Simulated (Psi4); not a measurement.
# BSiN2H5 (SMILES N[SiH]1BN1): B3LYP/cc-pVDZ

Aim: the vertical ionisation energy of BSiN2H5 at B3LYP/cc-pVDZ, from 2 runs. 

Program for the calculation: Psi4 1.11.

## 1. Starting point

BSiN2H5 has 9 atoms, charge 0, and is taken as a singlet. SMILES: `N[SiH]1BN1`. The coordinates come from a PBE0-D4/def2-TZVP relaxation. This is one conformer, not always the lowest.

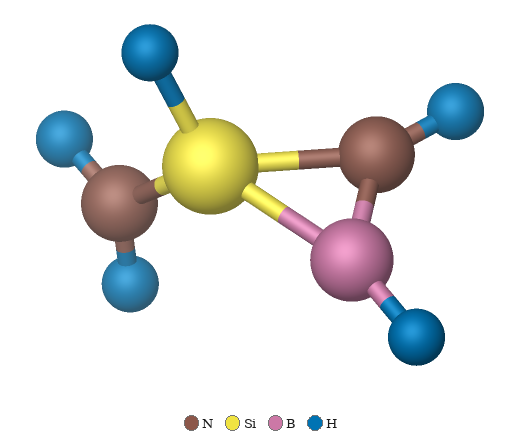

The structure, seen from a chosen angle (nitrogen brown, silicon yellow, boron pink, hydrogen blue).

## 2. Energy and forces at B3LYP/cc-pVDZ

Input file bh5n2si.xyz:

```xyz
9
BH5N2Si
N     -0.637800     1.588100     0.218200
Si     0.258900     0.175500     0.530500
B     -0.233900    -1.625800     0.110200
N      0.650500    -0.971600    -0.738400
H     -0.221300     2.503300     0.212900
H     -1.561800     1.577300    -0.177300
H      1.441200     0.620900     1.305200
H     -0.741300    -2.702400     0.114400
H      1.134000    -1.211600    -1.592900
```

Input file calc.py:

```python
import psi4

psi4.set_memory(2200000000)
psi4.set_num_threads(1)
psi4.set_output_file('bh5n2si.out', False)

with open('bh5n2si.xyz') as f:
    atoms = ''.join(f.readlines()[2:])
m = psi4.geometry('0 1\n' + atoms + 'symmetry c1')

psi4.set_options({
    'basis': 'cc-pVDZ',
    'puream': True,
    'e_convergence': 1e-09,
    'd_convergence': 1e-08,
    'scf_type': 'pk',
    'dft_radial_points': 99,
    'dft_spherical_points': 590,
})

result = psi4.gradient("b3lyp", molecule=m)
print('gradient / Eh bohr^-1')
print(result.np.round(6))
```

The run is started by

```console
$ python calc.py
```

bh5n2si.out:

```text
[...]
  Running in c1 symmetry.
[...]
  Nuclear repulsion =  149.962674332369971
[...]
  Multiplicity = 1
[...]
  Nalpha       = 19
  Nbeta        = 19
[...]
    Number of basis functions: 85
[...]
   @RKS iter   1:  -426.42708831677072    1.06245e-02   1.19010e-02 DIIS/ADIIS
[...]
   @RKS iter  12:  -426.89812227917082   -2.89901e-12   4.57657e-09 DIIS
[...]
    Orbital Energies [Eh]
    ---------------------
    Doubly Occupied:
       1A    -66.146087     2A    -14.316645     3A    -14.306508
       4A     -6.747070     5A     -5.288978     6A     -3.649404
       7A     -3.647397     8A     -3.645821     9A     -0.863990
      10A     -0.841225    11A     -0.574963    12A     -0.499641
      13A     -0.485141    14A     -0.427481    15A     -0.380269
      16A     -0.339469    17A     -0.297486    18A     -0.274055
      19A     -0.227251
[...]
  @RKS Final Energy:  -426.89812227917082
   => Energetics <=
    Nuclear Repulsion Energy =            149.9626743323699714
    One-Electron Energy =                -884.2378185753777871
    Two-Electron Energy =                 340.3119686945956346
    DFT Exchange-Correlation Energy =     -32.9349467307586394
    Empirical Dispersion Energy =           0.0000000000000000
    VV10 Nonlocal Energy =                  0.0000000000000000
    Total Energy =                       -426.8981222791708205
[...]
 Multipole Moments:
 ------------------------------------------------------------------------------------
     Multipole            Electronic (a.u.)      Nuclear  (a.u.)        Total (a.u.)
 ------------------------------------------------------------------------------------
 L = 1.  Multiply by 2.5417464519 to convert [e a0] to [Debye]
 Dipole X            :          0.0315664            0.0213621            0.0529286
 Dipole Y            :         -1.8718849            2.4761916            0.6043067
 Dipole Z            :          0.0651480           -0.6704448           -0.6052967
 Magnitude           :                                                    0.8569552
[...]
  -Total Gradient:
     Atom            X                  Y                   Z
    ------   -----------------  -----------------  -----------------
       1        0.004159903318    -0.005868965762    -0.001123519555
       2       -0.002383592607    -0.002347036406    -0.015883536838
       3        0.000727341878     0.004049270896     0.001357834154
       4       -0.002123401813     0.007293336153     0.007546009533
       5       -0.003069815076    -0.007515768080     0.000893009528
       6        0.007320783223    -0.000409919532     0.003252843832
       7       -0.003062179988    -0.001204170438    -0.002166826693
       8        0.001705304196     0.003156657786    -0.000531170525
       9       -0.003265671121     0.002845160208     0.006659627918
[...]
```

Standard output:

```text
gradient / Eh bohr^-1
[[ 0.00416  -0.005869 -0.001124]
 [-0.002384 -0.002347 -0.015884]
 [ 0.000727  0.004049  0.001358]
 [-0.002123  0.007293  0.007546]
 [-0.00307  -0.007516  0.000893]
 [ 0.007321 -0.00041   0.003253]
 [-0.003062 -0.001204 -0.002167]
 [ 0.001705  0.003157 -0.000531]
 [-0.003266  0.002845  0.00666 ]]
```

Wall time 43 s (1 thread of Intel Xeon Platinum 8259CL at 2.50GHz (Skylake/Cascade Lake), shared host); peak memory 1.5 GiB.

## 3. The doublet cation: a single-point energy at UB3LYP/cc-pVDZ

Input file bh5n2si.json:

```json
{
  "schema_name": "qcschema_input",
  "schema_version": 1,
  "molecule": {
    "schema_name": "qcschema_molecule",
    "schema_version": 2,
    "symbols": ["N", "Si", "B", "N", "H", "H", "H", "H", "H"],
    "geometry": [-1.20526732, 3.00107406, 0.41233824, 0.48925009, 0.33164693, 1.00249971, -0.44200694, -3.07231673, 0.20824782, 1.22926684, -1.8360579, -1.39537377, -0.41819639, 4.73055141, 0.40232269, -2.95137426, 2.98066502, -0.33504844, 2.72347329, 1.17333095, 2.46647054, -1.40085398, -5.10679588, 0.21618467, 2.14294943, -2.28959217, -3.01014474],
    "molecular_charge": 1,
    "molecular_multiplicity": 2,
    "fix_symmetry": "c1"
  },
  "driver": "energy",
  "model": {
    "method": "b3lyp",
    "basis": "cc-pVDZ"
  },
  "keywords": {
    "reference": "uks",
    "puream": true,
    "e_convergence": 1e-09,
    "d_convergence": 1e-08,
    "scf_type": "pk",
    "dft_radial_points": 99,
    "dft_spherical_points": 590,
    "maxiter": 100,
    "scf_properties": ["MULLIKEN_CHARGES", "QUADRUPOLE", "LOWDIN_CHARGES"]
  }
}
```

The run is started by

```console
$ psi4 --qcschema bh5n2si.json -n 1 --memory 2200MB
```

stdout:

```text
[...]
  Running in c1 symmetry.
[...]
  Nuclear repulsion =  149.962674471596983
[...]
  Multiplicity = 2
[...]
  Nalpha       = 19
  Nbeta        = 18
[...]
    Number of basis functions: 85
[...]
   @UKS iter   1:  -426.22049093046593    2.17222e-01   1.07274e-02 ADIIS/DIIS
[...]
   @UKS iter  16:  -426.58248320946450   -7.50333e-12   8.68357e-09 DIIS
[...]
   @S^2 Observed:                7.579361742E-01
[...]
  @UKS Final Energy:  -426.58248320946450
   => Energetics <=
    Nuclear Repulsion Energy =            149.9626744715969835
    One-Electron Energy =                -874.8599686093773471
    Two-Electron Energy =                 330.9802084715529986
    DFT Exchange-Correlation Energy =     -32.6653975432371411
    Empirical Dispersion Energy =           0.0000000000000000
    VV10 Nonlocal Energy =                  0.0000000000000000
    Total Energy =                       -426.5824832094644989
  UHF NO Occupations:
  HONO-2 :   17  A 1.9996944
  HONO-1 :   18  A 1.9967648
[...]
 Multipole Moments:
 ------------------------------------------------------------------------------------
     Multipole            Electronic (a.u.)      Nuclear  (a.u.)        Total (a.u.)
 ------------------------------------------------------------------------------------
 L = 1.  Multiply by 2.5417464519 to convert [e a0] to [Debye]
 Dipole X            :         -0.2485797            0.0213621           -0.2272175
 Dipole Y            :         -2.1543174            2.4761916            0.3218742
 Dipole Z            :          0.2475830           -0.6704448           -0.4228617
 Magnitude           :                                                    0.5779644
 L = 2.  Multiply by 1.3450342976 to convert [e a0^2] to [Debye ang]
 Quadrupole XX       :        -65.4174488           47.2990398          -18.1184090
 Quadrupole XY       :         35.1645998          -37.2494542           -2.0848544
[...]
  Mulliken Charges: (a.u.)
   Center  Symbol    Alpha    Beta     Spin     Total
       1     N     3.72680  3.37194  0.35486 -0.09874
       2    SI     6.85244  6.68923  0.16321  0.45833
       3     B     2.61850  2.35216  0.26634  0.02934
       4     N     3.55175  3.44758  0.10416  0.00067
       5     H     0.41418  0.41712 -0.00294  0.16870
       6     H     0.41723  0.42716 -0.00993  0.15561
       7     H     0.48532  0.48140  0.00392  0.03328
       8     H     0.48438  0.41774  0.06664  0.09788
       9     H     0.44940  0.39566  0.05374  0.15494
   Total alpha = 19.00000, Total beta = 18.00000, Total charge =  1.00000
[...]
```

The result, in JSON:

```text
{
 "driver": "energy",
 "model": {
  "method": "b3lyp",
  "basis": "cc-pVDZ"
 },
 "success": true,
 "return_result": -426.5824832094645,
 "properties": {
  "calcinfo_nbasis": 85,
  "calcinfo_nmo": 85,
  "calcinfo_nalpha": 19,
  "calcinfo_nbeta": 18,
  "calcinfo_natom": 9,
  "nuclear_repulsion_energy": 149.96267447159698,
  "return_energy": -426.5824832094645,
  "scf_one_electron_energy": -874.8599686093773,
  "scf_two_electron_energy": 330.980208471553,
  "scf_xc_energy": -32.66539754323714,
  "scf_dipole_moment": [-0.22721751367708903, 0.3218741727498964, -0.422861717172606],
  "scf_total_energy": -426.5824832094645,
  "scf_iterations": 16
 }
}
```

Wall time 46 s (1 thread of Intel Xeon Platinum 8259CL at 2.50GHz (Skylake/Cascade Lake), shared host); peak memory 1.5 GiB.

## 4. Summary of results

At B3LYP/cc-pVDZ:

| quantity | value |
| --- | --- |
| singlet BSiN2H5: total energy | -426.89812 Eh |
| singlet BSiN2H5: dipole moment | 2.18 D |
| singlet BSiN2H5: HOMO energy | -6.18 eV |
| singlet BSiN2H5: LUMO energy | 0.00 eV |
| singlet BSiN2H5: HOMO–LUMO gap | 6.18 eV |
| singlet BSiN2H5: largest force on an atom | 0.835 eV/Å |
| doublet cation: total energy | -426.58248 Eh |
| doublet cation: HOMO energy (highest over α and β) | -13.42 eV |
| doublet cation: LUMO energy (lowest over α and β) | -10.99 eV |
| doublet cation: ⟨S²⟩ | 0.758 |
| vertical ionisation energy (to the doublet cation) | 8.589 eV |

**Reading.** Removing an electron at fixed nuclei costs 8.59 eV (829 kJ/mol). The largest force (singlet BSiN2H5) is 0.83 eV/Å: the shape isn't a stationary point for this species at this level. The negative HOMO energy of the first species, 6.18 eV, lies 2.41 eV below that difference.
